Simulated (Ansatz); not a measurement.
```yaml
atoms:
  - { symbol: O, position_ang: [2.5154, 0.9543, 1.0738] }
  - { symbol: Si, position_ang: [2.0273, 0.1102, -0.2658] }
  - { symbol: O, position_ang: [0.4449, 0.4978, -0.5979] }
  - { symbol: C, position_ang: [-0.5757, 0.0206, 0.2995] }
  - { symbol: C, position_ang: [-1.4473, -1.0909, -0.2185] }
  - { symbol: C, position_ang: [-1.9842, 0.3078, -0.1482] }
  - { symbol: H, position_ang: [2.2733, 1.8924, 1.0632] }
  - { symbol: H, position_ang: [2.8840, 0.5103, -1.4036] }
  - { symbol: H, position_ang: [2.1586, -1.3420, -0.0090] }
  - { symbol: H, position_ang: [-0.4042, 0.0765, 1.3733] }
  - { symbol: H, position_ang: [-1.2295, -1.5009, -1.1977] }
  - { symbol: H, position_ang: [-1.8181, -1.8163, 0.4958] }
  - { symbol: H, position_ang: [-2.1231, 0.8470, -1.0780] }
  - { symbol: H, position_ang: [-2.7213, 0.5332, 0.6129] }
```

The calculation used SCF PBE, Gaussian basis (Ansatz 0.2.0).

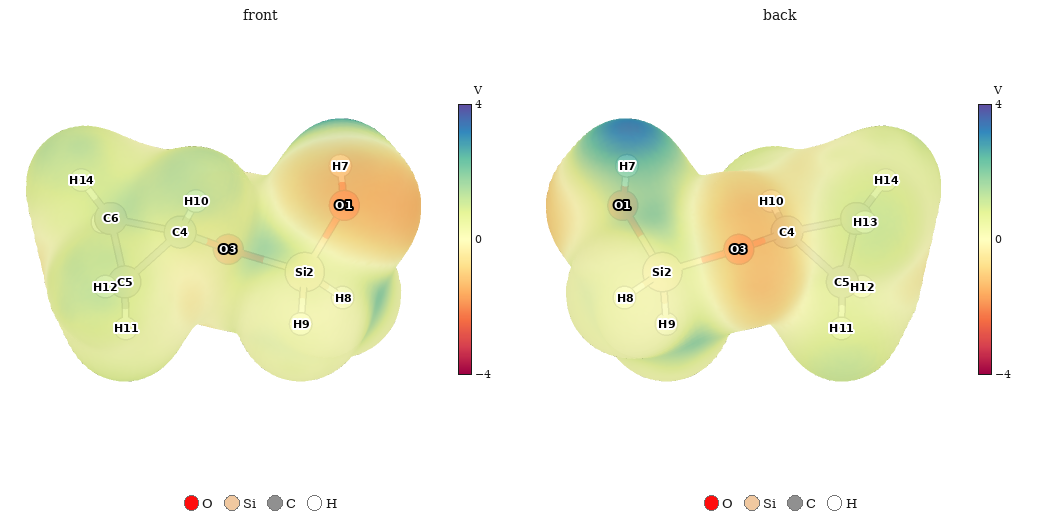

C3H8O2Si. The molecular electrostatic potential painted on the density surface at 0.004 e/bohr³, seen from the front and from behind; red is negative and blue positive.

Describe the electrostatic potential map.

Answer. The most negative region (about −1.5 V, or −35 kcal/mol for a unit charge) lies over O1, the most positive (about +3.2 V, or +74 kcal/mol for a unit charge) over H7. O1 is the likeliest acceptor of a hydrogen bond.
